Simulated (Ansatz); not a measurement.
**UPBE0/def2-SVPD (core potential) run of SnH3O2 (SMILES [OH][SnH][OH])**

What is the vertical doublet–quartet gap of SnH3O2 at UPBE0/def2-SVPD (core potential)? 

The calculation is run with Ansatz 0.2.0.

43 further runs of the same task are left out: 43 set aside as unsound or not needed.

### 1 Starting point

SnH3O2: 6 atoms, total charge 0, spin state doublet. SMILES: `[OH][SnH][OH]`. The shape is that of a PBE0-D4/def2-TZVP optimisation. This is one conformer, not always the lowest.

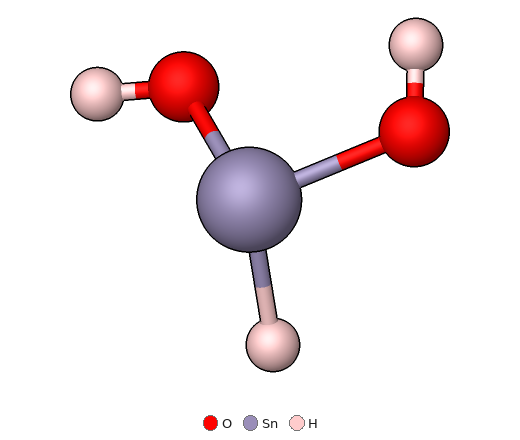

The structure, seen from a chosen angle (oxygen red, tin purple, hydrogen pink).

### 2 A single-point energy at UPBE0/def2-SVPD (core potential)

run.yaml reads:

```yaml
crystal:
  periodic: [false, false, false]
  atoms:
    - {symbol: O, position_ang: [-1.248300, -0.684700, -0.233400]}
    - {symbol: Sn, position_ang: [0.417000, 0.302500, -0.639600]}
    - {symbol: O, position_ang: [1.413900, -0.038300, 1.016700]}
    - {symbol: H, position_ang: [-1.852000, -0.783400, -0.973600]}
    - {symbol: H, position_ang: [0.128600, 2.026100, -0.624300]}
    - {symbol: H, position_ang: [1.182700, -0.886000, 1.408100]}
basis:
  gaussian: {orbitals: def2-SVPD}
hamiltonian: {xc: pbe0}
total_charge: 0
output: {orbitals: {seedname: orbitals}}
accuracy: high
magnetization: {spin_polarized: true, initial_magnetization: 1}
```

Run with:

```sh
ansatz run run.yaml --threads 1 --pin off --max-ram 3480MiB --events-out events.jsonl --progress --plain --runs-dir runs
```

Standard output:

```text
Warning: RAYON_NUM_THREADS=1 ignored (pool sized by the plan → 1); use --threads N
Functional definition: PBE0
  name "PBE0"
  parameter a = 0.25
  parameter kappa = 0.804
  parameter beta = 0.06672455060314922
  exchange = (1 - a)*pbe_x(kappa = kappa, mu = beta*pi^2/3) + a*exact_x
  correlation = pbe_c(beta = beta)
2187 factors; integrals over basis functions are off by at most 3.0e-9 eV
mean field evaluation 1: about -9956.1018 eV, gradient 5.4e1 eV
mean field evaluation 2: about -9899.2141 eV, gradient 1.2e2 eV
mean field evaluation 4: about -9966.6407 eV, gradient 8.6e0 eV
mean field evaluation 8: about -9967.0044 eV, gradient 4.1e-1 eV
mean field evaluation 16: about -9967.0057 eV, gradient 4.7e-4 eV
mean field -9967.00565571 eV, -366.2807019681 hartree, gradient 6.8e-8 eV, S^2 0.755113; 0 other end points of the search recorded, 0 dependent functions left out
reference -9967.00565857 eV, -366.2807020732 hartree; 21, 20 occupied and 81, 82 virtual orbitals, 2187 factors
Total energy: -9967.00565857 eV, -366.2807020732 hartree
```

Run time: 16 s. Hardware: 1 thread of Arm Neoverse V1, shared host; peak memory 0.48 GiB.

### 3 The quartet at the same level

job.yaml reads:

```yaml
crystal:
  periodic: [false, false, false]
  atoms:
    - {symbol: O, position_ang: [-1.248300, -0.684700, -0.233400]}
    - {symbol: Sn, position_ang: [0.417000, 0.302500, -0.639600]}
    - {symbol: O, position_ang: [1.413900, -0.038300, 1.016700]}
    - {symbol: H, position_ang: [-1.852000, -0.783400, -0.973600]}
    - {symbol: H, position_ang: [0.128600, 2.026100, -0.624300]}
    - {symbol: H, position_ang: [1.182700, -0.886000, 1.408100]}
basis:
  gaussian: {orbitals: def2-SVPD}
output: {orbitals: {seedname: orbitals}}
accuracy: high
hamiltonian: {xc: {name: PBE0}}
magnetization: {spin_polarized: true, initial_magnetization: 3}
```

Run with:

```sh
ansatz run job.yaml --threads 1 --pin off --max-ram 3480MiB --events-out events.jsonl --progress --plain --runs-dir runs
```

Standard output, cut to the lines that bear on the results:

```text
Warning: RAYON_NUM_THREADS=1 ignored (pool sized by the plan → 1); use --threads N
[... 7 set-up lines as earlier in the session ...]
2187 factors; integrals over basis functions are off by at most 3.0e-9 eV
mean field evaluation 1: about -9949.7865 eV, gradient 5.1e1 eV
mean field evaluation 2: about -9884.8980 eV, gradient 1.2e2 eV
mean field evaluation 4: about -9958.5273 eV, gradient 2.0e1 eV
mean field evaluation 8: about -9960.5695 eV, gradient 1.1e0 eV
mean field evaluation 16: about -9960.7168 eV, gradient 1.7e-1 eV
mean field evaluation 32: about -9960.7193 eV, gradient 7.4e-4 eV
mean field evaluation 64: about -9960.6713 eV, gradient 2.5e0 eV
mean field -9960.71925405 eV, -366.0496809685 hartree, gradient 5.7e-8 eV, S^2 3.762319; 6 other end points of the search recorded, 0 dependent functions left out
reference -9960.71925731 eV, -366.0496810881 hartree; 22, 19 occupied and 80, 83 virtual orbitals, 2187 factors
Total energy: -9960.71925731 eV, -366.0496810881 hartree
```

Run time: 40 s. Hardware: 1 thread of Arm Neoverse V1, shared host; peak memory 0.48 GiB.

### 4 Results

Level: UPBE0/def2-SVPD (core potential).

| quantity | value |
| --- | --- |
| doublet: total energy | -366.28070 Eh |
| doublet: HOMO energy (highest over α and β) | -6.51 eV |
| doublet: LUMO energy (lowest over α and β) | -3.52 eV |
| doublet: ⟨S²⟩ | 0.755 |
| quartet: total energy | -366.04968 Eh |
| quartet: HOMO energy (highest over α and β) | -2.93 eV |
| quartet: ⟨S²⟩ | 3.762 |
| vertical energy of the quartet above the doublet | 6.286 eV |

**Reading.** At this shape the quartet lies 6.29 eV (145 kcal/mol) above the doublet.
